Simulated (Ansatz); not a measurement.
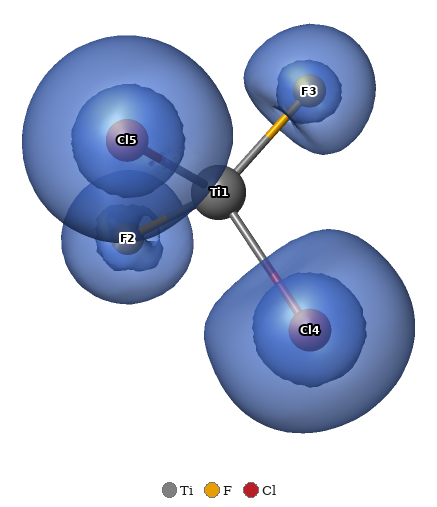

*Cl$_{2}$F$_{2}$Ti. Isosurface of the electron localisation function at 0.75 (blue), seen at an oblique angle. Only the valence region is drawn (cores and ρ < 0.01 e/Å³ removed).*

Geometry: GFN2-xTB.

The calculation used Ansatz, isolated molecule in a Gaussian basis; Hartree-Fock.

The calculation's input:

```
crystal:
  periodic: [false, false, false]
  atoms:
    - {symbol: Ti, position_ang: [0.148500, -0.000250, 0.104130]}
    - {symbol: F, position_ang: [0.000280, -0.014850, 1.789030]}
    - {symbol: F, position_ang: [1.681540, 0.009010, -0.610600]}
    - {symbol: Cl, position_ang: [-0.919580, 1.668180, -0.627700]}
    - {symbol: Cl, position_ang: [-0.910730, -1.662090, -0.654860]}
basis:
  gaussian:
    orbitals: def2-SVP
output: {forces: true, orbitals: {seedname: orbitals}}
hamiltonian:
  xc: hf
accuracy: high
```

Command:

```sh
ansatz run in.yaml --threads 1 --pin off --max-ram 3480MiB --events-out events.jsonl --progress --plain --runs-dir runs
```

### Describe the localisation domains.

At this value the surface marks out two regions wrapped around Cl (the valence shell of each) and two regions wrapped around F (the valence shell of each). Along the contacts the grid gives the following. Ti–F (1.69 Å): the ELF peaks at about 0.80 in the valence shell of F, 0.5 Å from its nucleus, and drops to about 0.20 between the two atoms. Ti–Cl (2.11 Å): the ELF peaks at about 0.85 in the valence shell of Cl, 0.8 Å from its nucleus, and is about 0.45 at the midpoint.
